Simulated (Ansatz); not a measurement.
Run report: GaH$_{3}$Cl$_{2}$, frequency calculation

- system: GaH$_{3}$Cl$_{2}$
- method: RKS PBE-D4/def2-SVP (Ansatz 0.2.0)

It belongs to a series of runs on one base structure; here: vibrations at the highest image of the band. Figures and captions count atoms from 1; the log counts them from 0 in places.

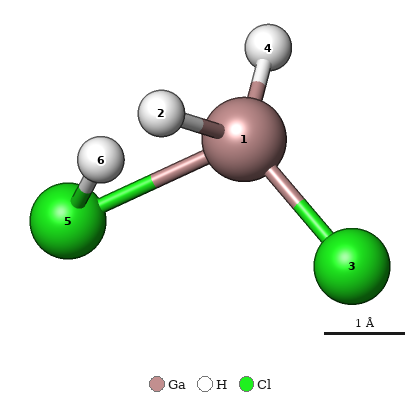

*The structure as given in the input (ball-and-stick view, seen at a tilt; atoms are numbered from 1 in the order of the input). Sticks mark near contacts.*

Bond lengths as drawn: Cl–Ga 2.16 to 2.51 Å, Cl–H 1.52 Å and Ga–H 1.56 to 1.70 Å.

### Input
```yaml
crystal:
  periodic: [false, false, false]
  atoms:
    - { symbol: Ga, position_ang: [0.121718, -0.2389, -0.075818] }
    - { symbol: H, position_ang: [0.1113, 0.273472, 1.546263] }
    - { symbol: Cl, position_ang: [2.10123, -0.014933, -0.904261] }
    - { symbol: H, position_ang: [-1.209946, -0.154461, -0.878693] }
    - { symbol: Cl, position_ang: [0.101177, -2.317848, 1.327307] }
    - { symbol: H, position_ang: [0.107421, -0.859428, 1.759201] }
basis:
  gaussian: { orbitals: def2-SVP }
hamiltonian:
  xc: pbe
  dispersion: d4
phonons: {}
```

Machine: 1 thread of Arm Neoverse V1, 24 GiB of memory available, shared host.

Launched with:
```bash
ansatz run input.yaml --threads 1 --pin off --max-ram 2048MiB --backend cpu --events-out ev --progress --plain --runs-dir out
```

### What the program printed
```
Engine: ansatz 0.2.0, aarch64-unknown-linux-gnu
Functional definition: PBE
  parameter kappa = 0.804
  parameter beta = 0.06672455060314922
  exchange = pbe_x(kappa = kappa, mu = beta*pi^2/3)
  correlation = pbe_c(beta = beta)
919 factors; their error is unknown
mean field evaluation 1: about -77438.6975 eV, gradient 3.2e1 eV
mean field evaluation 2: about -77437.1954 eV, gradient 4.8e1 eV
mean field evaluation 4: about -77440.1977 eV, gradient 1.8e0 eV
mean field evaluation 8: about -77440.2092 eV, gradient 3.5e-2 eV
mean field evaluation 16: about -77440.1614 eV, gradient 4.4e-5 eV
mean field -77440.16144280 eV, -2845.8734421964 hartree, gradient 4.4e-5 eV, S^2 0.000000; 0 other end points of the search recorded, 0 dependent functions left out
the calculation of the forces begins
reference -77440.16147827 eV, -2845.8734434996 hartree; 34, 34 occupied and 49, 49 virtual orbitals, 919 factors
these checks for a lower state are left out or cut short: stability, starts, cluster_reference, orbital_swaps, neighbouring_geometries, increment
919 factors; their error is unknown
mean field -77440.16131845 eV, -2845.8734376265 hartree, gradient 9.4e-7 eV, S^2 0.000000; 0 other end points of the search recorded, 0 dependent functions left out
[... from here on the field's lines of each further geometry are left out, up to the last ...]
the calculation of the forces begins
reference -77440.16146935 eV, -2845.8734431719 hartree; 34, 34 occupied and 49, 49 virtual orbitals, 919 factors
these checks for a lower state are left out or cut short: stability, starts, cluster_reference, orbital_swaps, neighbouring_geometries, increment
919 factors; their error is unknown
mean field -77440.16141223 eV, -2845.8734410729 hartree, gradient 2.2e-6 eV, S^2 0.000000; 0 other end points of the search recorded, 0 dependent functions left out
the calculation of the forces begins
reference -77440.16144770 eV, -2845.8734423762 hartree; 34, 34 occupied and 49, 49 virtual orbitals, 919 factors
WARN: phonons: modes at or below zero, which the zero-point energy, F, S and C_V leave out: 1, the lowest at -663.81 cm⁻¹. A minimum has none, and a first-order saddle one
Total energy: -77440.30325073 eV, -2845.8786535417 hartree
Atom 0 at     0.121718    -0.238900    -0.075818 Å, force    -0.017654    -0.008627     0.012138 eV/Å
Atom 1 at     0.111300     0.273472     1.546263 Å, force    -0.002022     0.000491    -0.004679 eV/Å
Atom 2 at     2.101230    -0.014933    -0.904261 Å, force     0.006822     0.001168    -0.002754 eV/Å
Atom 3 at    -1.209946    -0.154461    -0.878693 Å, force     0.008961    -0.001456     0.001630 eV/Å
Atom 4 at     0.101177    -2.317848     1.327307 Å, force    -0.003604     0.005848    -0.008828 eV/Å
Atom 5 at     0.107421    -0.859428     1.759201 Å, force     0.007497     0.002576     0.002493 eV/Å
Dipole moment:    -0.293104     0.141166     0.135429 e Å
Vibrations: -663.81 99.22 280.19 405.05 418.92 553.79 677.08 971.94 1023.18 1350.99 1682.54 1990.58 cm⁻¹, zero-point energy 0.586041 eV
```

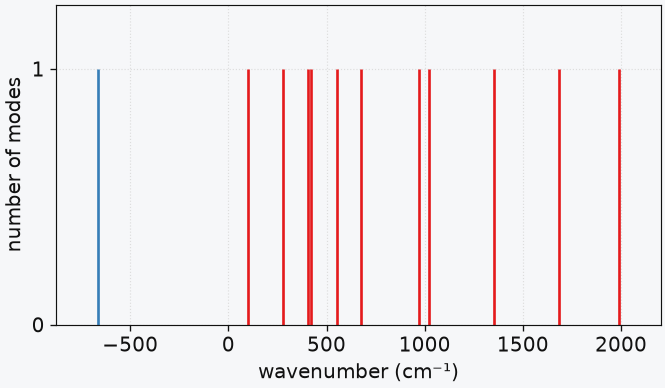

*Harmonic vibrational wavenumbers from the force constants; neighbouring modes closer than 12 cm⁻¹ are counted in one stick, and imaginary ones are drawn at negative wavenumbers.*

12 modes from 664i to 1991 cm⁻¹, 1 imaginary beyond 8i (664i cm⁻¹): a first-order saddle point, if the geometry is stationary.

### Results in brief

```json
{"quantity": "outcome", "value": "converged"}
{"quantity": "total energy", "value": "−77440.3033 eV"}
{"quantity": "mean-field energy", "value": "−77440.1615 eV"}
{"quantity": "largest force (length of the vector)", "value": "0.023 eV/Å"}
{"quantity": "wall time", "value": "54 s"}
{"quantity": "peak memory", "value": "0.12 GiB"}
```
